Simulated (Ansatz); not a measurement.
**C₂H₃BO: single points off equilibrium**

Aim: energy, forces and dipole at a structure displaced at random from a GFN2-xTB minimum, from CCSD(T) and from density functionals.

Method: single points in def2-TZVPP; program: Ansatz 0.2.0, Gaussian basis.

Correlated methods freeze the cores.

## (1) Where the work starts

SMILES `B1C=CO1`, 7 atoms, charge 0, spin multiplicity 1.

Atoms are counted from 1 here; the program's logs count them from 0.

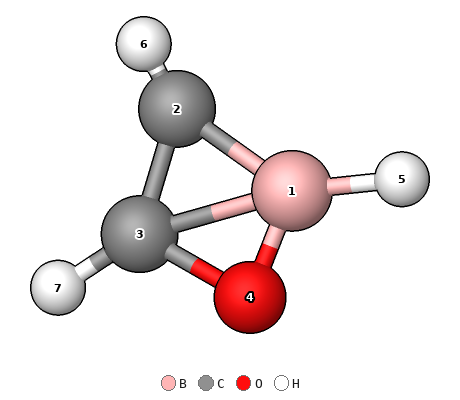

Start geometry, drawn with boron pink, carbon grey, oxygen red, hydrogen white; atoms are numbered from 1 in the order of the file.

Geometry (Å):

```csv
atom,x (Å),y (Å),z (Å)
B1,-0.7878,0.3749,-0.5207
C2,0.1244,0.4797,0.8165
C3,0.5505,-0.6419,0.0966
O4,-0.3273,-0.6075,-1.0923
H5,-1.7579,0.9218,-1.0689
H6,0.4499,0.9829,1.3179
H7,1.3030,-1.4009,0.1743
```

## (2) CCSD(T)/def2-TZVPP

run/in.yaml

```yaml
crystal:
  periodic: [false, false, false]
  atoms:
    - {symbol: B, position_ang: [-0.787800, 0.374900, -0.520700]}
    - {symbol: C, position_ang: [0.124400, 0.479700, 0.816500]}
    - {symbol: C, position_ang: [0.550500, -0.641900, 0.096600]}
    - {symbol: O, position_ang: [-0.327300, -0.607500, -1.092300]}
    - {symbol: H, position_ang: [-1.757900, 0.921800, -1.068900]}
    - {symbol: H, position_ang: [0.449900, 0.982900, 1.317900]}
    - {symbol: H, position_ang: [1.303000, -1.400900, 0.174300]}
basis:
  gaussian: {orbitals: def2-TZVPP}
correlation: {method: ccsd_t}
output: {forces: true}
```

No record of the launch command was kept for these runs.

## (3) PBE0-D4/def2-TZVPP

Changes to run/in.yaml since step 2:

```diff
@@ -12,3 +12,3 @@
   gaussian: {orbitals: def2-TZVPP}
-correlation: {method: ccsd_t}
-output: {forces: true}
+hamiltonian: {xc: pbe0, dispersion: d4}
+output: {forces: true, orbitals: {seedname: orbitals}}
```

## (4) wB97M-V/def2-TZVPP

Changes to run/in.yaml since step 3:

```diff
@@ -12,3 +12,3 @@
   gaussian: {orbitals: def2-TZVPP}
-hamiltonian: {xc: pbe0, dispersion: d4}
-output: {forces: true, orbitals: {seedname: orbitals}}
+hamiltonian: {xc: {name: wB97M-V}}
+output: {forces: true}
```

## (5) r2SCAN-D4/def2-TZVPP

Changes to run/in.yaml since step 4:

```diff
@@ -12,3 +12,3 @@
   gaussian: {orbitals: def2-TZVPP}
-hamiltonian: {xc: {name: wB97M-V}}
+hamiltonian: {xc: r2scan, dispersion: d4}
 output: {forces: true}
```

## (6) PBE-D4/def2-TZVPP

Changes to run/in.yaml since step 5:

```diff
@@ -12,3 +12,3 @@
   gaussian: {orbitals: def2-TZVPP}
-hamiltonian: {xc: r2scan, dispersion: d4}
+hamiltonian: {xc: pbe, dispersion: d4}
 output: {forces: true}
```

## (7) r2SCANh-D4/def2-TZVPP

Changes to run/in.yaml since step 6:

```diff
@@ -12,3 +12,3 @@
   gaussian: {orbitals: def2-TZVPP}
-hamiltonian: {xc: pbe, dispersion: d4}
+hamiltonian: {xc: {name: r2SCANh}, dispersion: d4}
 output: {forces: true}
```

## (8) CAM-B3LYP-D4/def2-TZVPP

Changes to run/in.yaml since step 7:

```diff
@@ -12,3 +12,3 @@
   gaussian: {orbitals: def2-TZVPP}
-hamiltonian: {xc: {name: r2SCANh}, dispersion: d4}
+hamiltonian: {xc: {name: CAM-B3LYP}, dispersion: d4}
 output: {forces: true}
```

(Steps that only read results are left out.)

What does the calculation give? Wanted: energy less free atoms, CCSD(T)/def2-TZVPP; RMS force component; RMS force error; HOMO and LUMO, PBE0-D4; T1 diagnostic.

The runs gave:

| quantity | value |
| --- | --- |
| energy less free atoms, CCSD(T)/def2-TZVPP | -25.956 eV |
| RMS force component | 9.558 to 9.644 eV/Å over the methods |
| RMS force error | PBE0-D4 0.405, wB97M-V 0.335, r2SCAN-D4 0.315, PBE-D4 0.276, r2SCANh-D4 0.369, CAM-B3LYP-D4 0.420 eV/Å |
| HOMO and LUMO, PBE0-D4 | -7.49 and -1.68 eV |
| T1 diagnostic | 0.015 |

**Reading.** Against CCSD(T) the functionals' energies less atoms differ by -2.041 to -0.908 eV, PBE-D4 by -2.041 eV. A larger basis would deepen the CCSD(T) value, while the functionals are nearly converged already, so the order here is not reliable. On forces the order runs from PBE-D4 to CAM-B3LYP-D4. Frozen-core CCSD(T) forces in triple zeta carry basis errors of their own, and this is one geometry, so small gaps rank nothing. The restricted Hartree–Fock reference is unstable towards an unrestricted one at one or more of these structures.
